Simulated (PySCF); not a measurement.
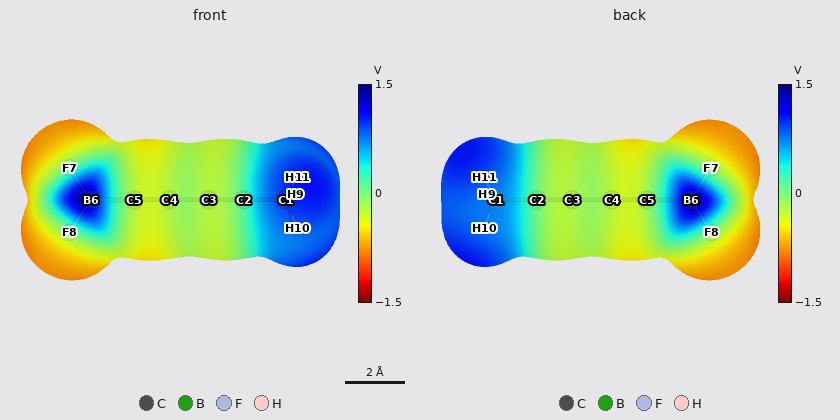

*C5H3BF2 (SMILES CC#CC#CB(F)F). The electrostatic potential painted on the density surface at 0.001 e/bohr³, seen from the front and from behind; the colour scale runs from red (negative) to blue (positive).*

Geometry: GFN2-xTB.

Computed with PBE0/pcSseg-1, SCF density, gas phase, non-relativistic (PySCF 2.14.0).

The calculation's input:

```
{"job": {"kind": "nmr", "xc": "PBE0", "basis": "pcSseg-1"}, "charge": 0, "multiplicity": 1}
C     -3.053338     0.029379    -0.399410
C     -1.623406     0.015407    -0.253907
C     -0.420582     0.004630    -0.131204
C      0.925096    -0.008560     0.005137
C      2.134931    -0.022403     0.126850
B      3.630294    -0.036154     0.278417
F      4.284974     0.866448     0.987109
F      4.398912    -0.950915    -0.285383
H     -3.338615     0.737522    -1.177756
H     -3.412407    -0.962619    -0.674583
H     -3.520435     0.329935     0.538687
```

Command:

```sh
OMP_NUM_THREADS=1 python probes_run.py task.json out
```

Question: Which sites attract a positive test charge, and which a negative one?

Answer: A positive charge is drawn to the negative regions and a negative charge to the positive ones. The most negative region (about −0.8 V) lies over F7 and F8, the most positive (about +1.3 V) over B6.
